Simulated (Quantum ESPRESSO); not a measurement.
Effort and miss along a sweep of conv_thr: Mg2Si3 (P-1, 10 atoms in the cell)

Cell: a = 4.3565 Å, b = 5.5320 Å, c = 8.3435 Å, α = 100.63°, β = 91.47°, γ = 101.78°.

Method of the run: PBEsol, GBRV 1.5 ultrasoft (PBESOL) pseudopotentials (plane waves; Quantum ESPRESSO 7.5).

Base settings: ecutwfc = 40 Ry; ecutrho = 200 Ry; occupations = smearing; smearing = mp; degauss = 0.0073499 Ry; potentials = {Mg: mg_pbesol_v1.4.uspp.F.UPF, Si: si_pbesol_v1.uspp.F.UPF}; K_POINTS = automatic 4 4 3 0 0 0; conv_thr = 1e-11 Ry.

Misses are taken against the tightest run, 7.3e-14 Ry, which need not be fully converged itself.

The count of work is k-points × plane waves × bands × iterations; it is no time, and leaves out set-up, grids and terms that scale otherwise. Core times come from one kind of shared machine and are given to one figure; runs under 30 s give none.

The starting cell comes from a database of computed structures (which also holds hypothetical and non-ambient phases and stackings), without a prior relaxation at this level. Its lattice was rescaled by a random factor within 2.5 % of one. Without a gap this mesh is coarse (it stands for a supercell whose shortest vector is 17 Å).

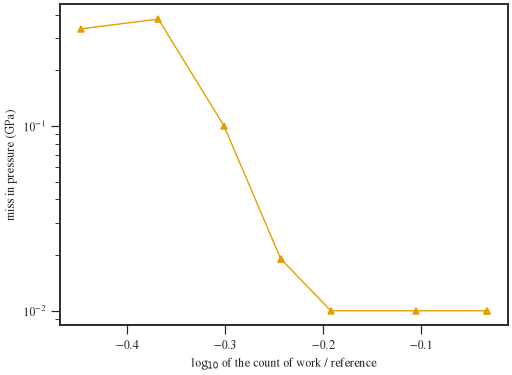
Figure: Miss against the count of work; the reference run is not drawn, and misses under 0.01 GPa are drawn there.

```
conv_thr    pressure less reference (GPa)  largest difference in the force on any atom (eV/Å)  count of work / reference  core time / reference (rough)
----------  -----------------------------  --------------------------------------------------  -------------------------  -----------------------------
0.0073 Ry                           -0.33                                               0.772                       0.36                            0.3
0.00073 Ry                          -0.38                                               0.242                       0.43                            0.4
7.3e-05 Ry                          -0.10                                               0.062                       0.50                            0.5
7.3e-06 Ry                          -0.02                                               0.008                       0.57                            0.4
7.3e-07 Ry                          -0.02                                               0.008                       0.57                            0.7
7.3e-08 Ry                           0.01                                               0.005                       0.64                            0.7
7.3e-10 Ry                           0.00                                               0.000                       0.79                            0.9
1e-11 Ry                             0.00                                               0.000                       0.93                            0.8
7.3e-12 Ry                           0.00                                               0.000                       0.93                            0.9
7.3e-14 Ry                           0.00                                               0.000                        1.0                              1
```

Coarsest setting among those run that, with all tighter ones, holds the pressure within 0.2 GPa of the reference: 7.3e-05 Ry, off by 0.10 GPa; its saving against the reference is no more than about a factor of 2 in the count of work.

Coarsest setting among those run that, with all tighter ones, holds the pressure within 0.05 GPa of the reference: 7.3e-06 Ry, off by 0.019 GPa; its saving against the reference is no more than about a factor of 2 in the count of work.

The step from 0.0073 Ry to 7.3e-12 Ry: it takes the miss in the pressure from 0.33 to 0.000 GPa, for 2.6 times the count of work and roughly 3 times the time.
